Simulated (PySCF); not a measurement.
## Electronic structure of F₄Pb₂ in real space

The calculation's input:

```
mol = gto.M(atom='''
Pb    -0.00000    -0.46586     1.80395
Pb     0.00000    -0.46586    -1.80395
F      1.32823    -0.66883     0.00000
F     -1.32823    -0.66883    -0.00000
F     -0.00000     1.58192     1.71942
F      0.00000     1.58192    -1.71942''',
    basis={'Pb': 'def2-SVP', 'F': 'def2-SVP'},
    ecp={'Pb': 'def2-SVP'},
    charge=0, spin=0)
mf = dft.RKS(mol, xc='R2SCAN')
mf.grids.atom_grid = (75, 302)  # f atoms: at least (60, 302), unpruned
mf = mf.density_fit()  # Pb def2-universal-JKFIT, F def2-universal-JKFIT
mf.conv_tol = 1e-09; mf.max_cycle = 55
mf.kernel(dm0)
```

Launched as:

```sh
OMP_NUM_THREADS=2 python run.py
```

Core potentials replace the inner electrons of Pb.

Theory: RKS r2SCAN, Pb def2-SVP with ECP60, F def2-SVP; non-relativistic Hamiltonian with scalar-relativistic core potentials where named; density fitting in PySCF.

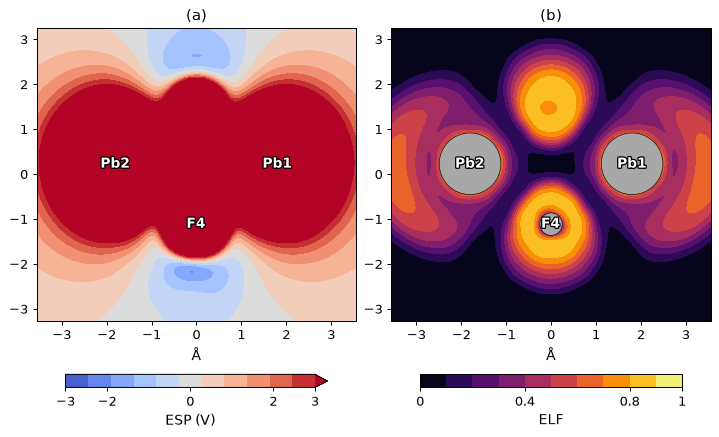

Figure 1. (a) molecular electrostatic potential; (b) ELF on the plane of atoms Pb1, F4 and Pb2. Grey discs cover the atomic cores in the ELF map.

Question: Describe what can be read from this map.

Answer:
- The plane passes through Pb and F nuclei.
- Pb–F (2.25 Å): the ELF is about 0.10 at the midpoint.
- The ELF also peaks beside F4 and F3, away from the bonds: lone-pair regions.
- Outside the dense part of the molecule the potential is most negative (−1.9 V) near F4.

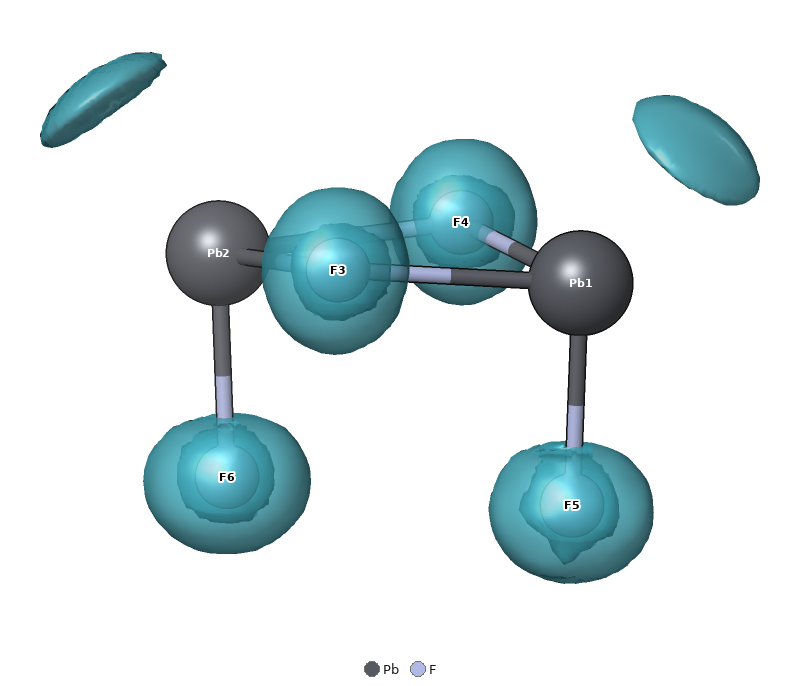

Figure 2. Isosurface of the electron localisation function at 0.8 (cyan), seen at a tilt. Core shells and regions of very low density are left out.

Question: What do the ELF domains correspond to?

Answer: At this value the surface marks out two lobes on Pb, pointing away from the bonds (lone pairs) and four regions wrapped around F (the valence shell of each).


Pb–F (2.05 Å): the ELF is about 0.20 at the midpoint.

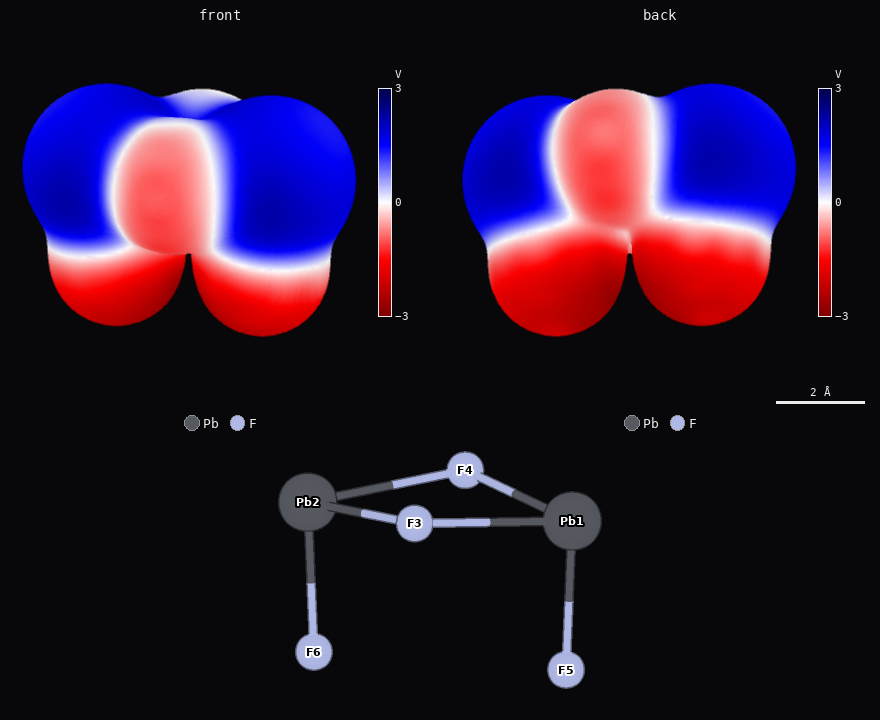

Figure 3. The electrostatic potential painted on the density surface at 0.002 e/bohr³, seen from the front and from behind; the colour scale runs from red (negative) to blue (positive). The bare structure is drawn below in the same view.

Question: Describe the electrostatic potential map.

Answer: The most negative region (about −2.6 V) lies over F5 and F6, the most positive (about +2.2 V) over Pb1 and Pb2.

Question: What dipole moment does the calculation give?

Answer: Its dipole moment is 5.96 D.
